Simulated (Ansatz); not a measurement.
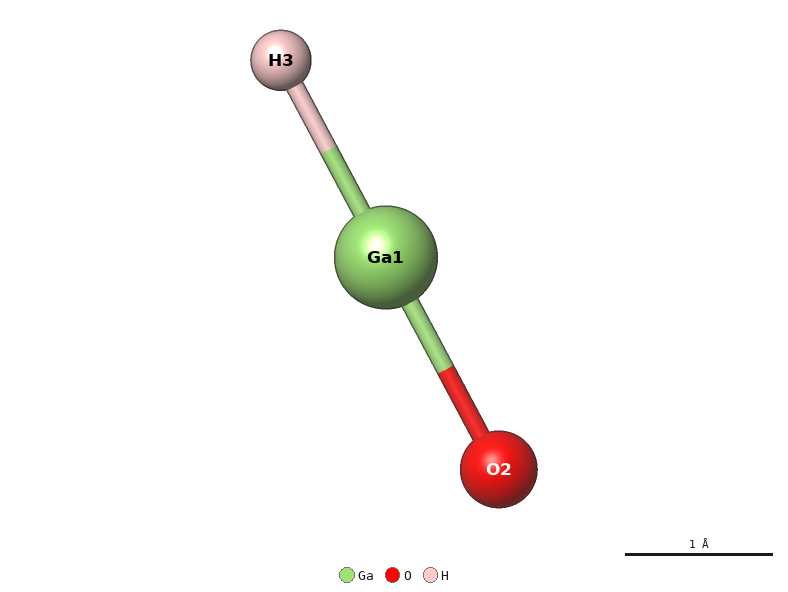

Orthographic view. Atoms fade into the background with distance from the viewer. The computed structure is the end point of a PBE0-D4/def2-TZVP optimisation.

Write a Z-matrix (Å, degrees) in the order of the atom numbers, with these reference atoms: 2 to 1; 3 to 1, 2.

```
Ga 
O    1   1.639
H    1   1.524   2   180.0
```
